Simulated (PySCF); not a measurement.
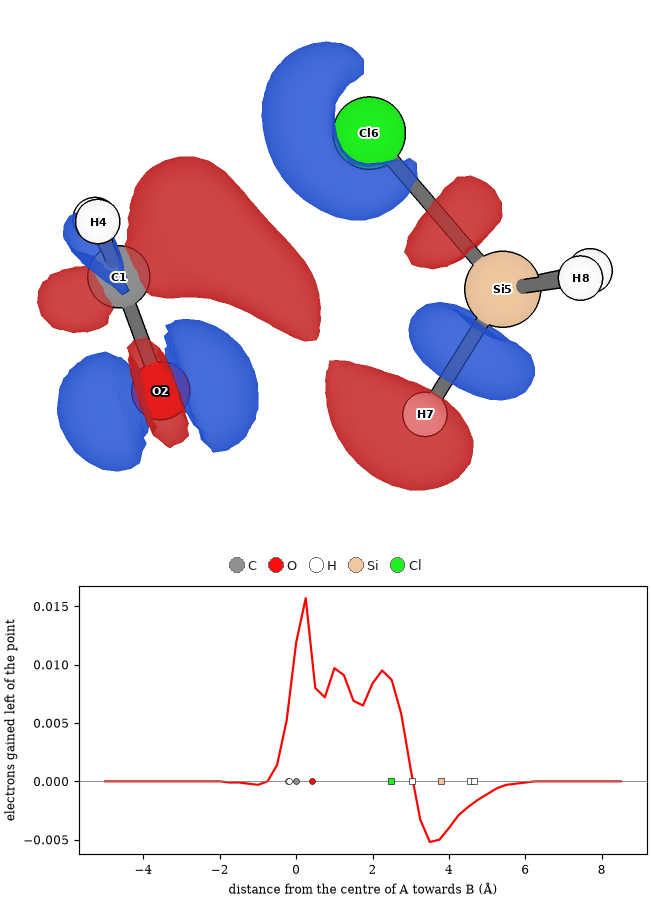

Figure. CH5ClOSi, SMILES `C=O.[SiH3]Cl`. Density of the complex less the densities of the two fragments at the same geometry, ±0.005 e/Å³ (blue: gain, red: loss). Fragment A: H2CO (atoms 1–4); fragment B: SiH3Cl. Below: the charge-displacement curve along the line of centres (A on the left).

Method: HF/6-31G*; geometry: GFN2-xTB; program: PySCF. GFN2-xTB bond lengths at metals and heavier atoms can be off by up to 0.1 Å and shapes distorted, which carries into these values.

Input

```python
import numpy as np
from pyscf import gto, scf, dft
from pyscf.scf import atom_ks, atom_hf
from scipy.linalg import block_diag
from pyscf.dispersion import dftd3

def solve(mol, dm0=None, hcore=None):
    mf = scf.UHF(mol) if mol.spin else scf.RHF(mol)
    mf = mf.density_fit(auxbasis='def2-universal-jkfit')
    mf.conv_tol, mf.max_cycle = 1e-8, 80
    if hcore is not None:
        mf.get_hcore = lambda *args: hcore
    mf.kernel(dm0)
    if not mf.converged:
        mf = mf.newton().run(mf.mo_coeff, mf.mo_occ, max_cycle=30)
    assert mf.converged, 'SCF not converged'
    return mf

mol = gto.M(atom='''
C     -2.20518    -0.20481    -0.00883
O     -2.03685     0.97892     0.00880
H     -2.31795    -0.80418     0.90837
H     -2.29197    -0.78067    -0.94378
Si     1.46613     0.70985    -0.00211
Cl     0.50399    -1.06971     0.00343
H      0.45827     1.75404     0.06301
H      2.24057     0.76218    -1.23743
H      2.34332     0.71326     1.16356
''', basis='6-31g*', charge=0, spin=0, verbose=4)
mol_a = gto.M(atom='''
C     -2.20518    -0.20481    -0.00883
O     -2.03685     0.97892     0.00880
H     -2.31795    -0.80418     0.90837
H     -2.29197    -0.78067    -0.94378
ghost-Si     1.46613     0.70985    -0.00211
ghost-Cl     0.50399    -1.06971     0.00343
ghost-H      0.45827     1.75404     0.06301
ghost-H      2.24057     0.76218    -1.23743
ghost-H      2.34332     0.71326     1.16356
''', basis='6-31g*', charge=0, spin=0, verbose=4)
mol_b = gto.M(atom='''
ghost-C     -2.20518    -0.20481    -0.00883
ghost-O     -2.03685     0.97892     0.00880
ghost-H     -2.31795    -0.80418     0.90837
ghost-H     -2.29197    -0.78067    -0.94378
Si     1.46613     0.70985    -0.00211
Cl     0.50399    -1.06971     0.00343
H      0.45827     1.75404     0.06301
H      2.24057     0.76218    -1.23743
H      2.34332     0.71326     1.16356
''', basis='6-31g*', charge=0, spin=0, verbose=4)
ab, a, b = solve(mol), solve(mol_a), solve(mol_b)
e_int = ab.e_tot - a.e_tot - b.e_tot
print('counterpoise-corrected interaction energy / kcal/mol', e_int * 627.5095)
def disp(atoms, charge):
    m = gto.M(atom=atoms, charge=charge, basis='sto-3g', spin=None, unit='Bohr', verbose=0)
    return dftd3.DFTD3Dispersion(m, xc='hf', version='d3bj').get_dispersion()['energy']
e_disp = disp(mol._atom, mol.charge) - disp(mol._atom[:4], mol_a.charge) - disp(mol._atom[4:], mol_b.charge)
print('D3(BJ) part / kcal/mol', e_disp * 627.5095)
# spherically averaged free atoms, for the promolecule
atm = scf.atom_hf.get_atm_nrhf(mol)
pro = block_diag(*[(atm[a[0]][2] * atm[a[0]][3]) @ atm[a[0]][2].T for a in mol._atom])
np.savez('result.npz', e_int=e_int, e_disp=e_disp, dm_a=a.make_rdm1(), dm_b=b.make_rdm1(), c=ab.mo_coeff, occ=ab.mo_occ, eps=ab.mo_energy, pro=pro, d=[f.dip_moment(verbose=0) for f in (ab, a, b)])
```

Command:

```sh
OMP_NUM_THREADS=1 python input.py
```

The run took 6.6 s on 1 thread of Intel(R) Xeon(R) Processor @ 2.50GHz (Skylake/Cascade Lake) (shared host), peak memory 0.16 GiB.

Partitions, critical points and surface values were worked out afterwards from this run's density.

> How is the density rearranged on binding?

Hirshfeld charges show 0.007 e passing from B to A. By Hirshfeld charges, electrons gather most on O2 (−0.026 e) and leave H7 most (+0.016 e); 0.09 e is displaced in all, which induces a dipole of 0.13 D.

> What is the interaction energy, and which contacts carry it?

The counterpoise-corrected interaction energy of the frozen fragments is +3.7 kcal/mol without dispersion correction and −1.2 kcal/mol with D3(BJ). The pair geometry is semi-empirical, not a minimum at this level. Contacts: C1···Cl6, 2.84 Å, ρ = 0.016 a.u.; O2···H7, 2.61 Å, ρ = 0.008 a.u. The pose is a local one from a semi-empirical search, not shown to be the most stable.
